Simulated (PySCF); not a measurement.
SMILES [SiH2]([SiH2]N)c1ccccc1 at its GFN2-xTB optimised geometry (Å):

```
20

N     -1.8230    -0.9031    -3.1503
Si    -2.4672    -2.1915    -2.2018
Si    -1.5761    -1.9405    -0.0872
C     -0.5807    -0.3353     0.0000
C     -1.2308     0.8959    -0.0071
C     -0.5222     2.0834    -0.0070
C      0.8628     2.0613    -0.0043
C      1.5279     0.8471     0.0000
C      0.8098    -0.3353     0.0000
H     -1.7363     0.0175    -2.7511
H     -2.0638    -0.8310    -4.1254
H     -2.0609    -3.3978    -2.9311
H     -3.9455    -2.2243    -2.1782
H     -0.6802    -3.0283     0.3297
H     -2.6086    -1.8468     0.9594
H     -2.3129     0.9219    -0.0063
H     -1.0478     3.0283    -0.0098
H      1.4202     2.9870    -0.0046
H      2.6086     0.8236     0.0034
H      1.3366    -1.2791     0.0036
```

Calculation: PBE/def2-SVP (PySCF).

Map of the electron localisation function on the plane z = 1.5 Å:

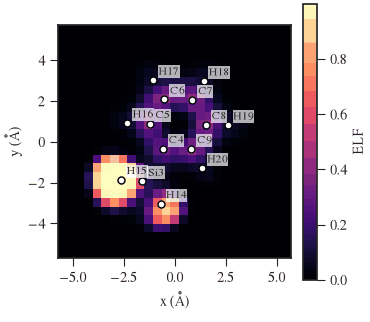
Figure. Electron localisation function on the plane z = 1.5 Å.
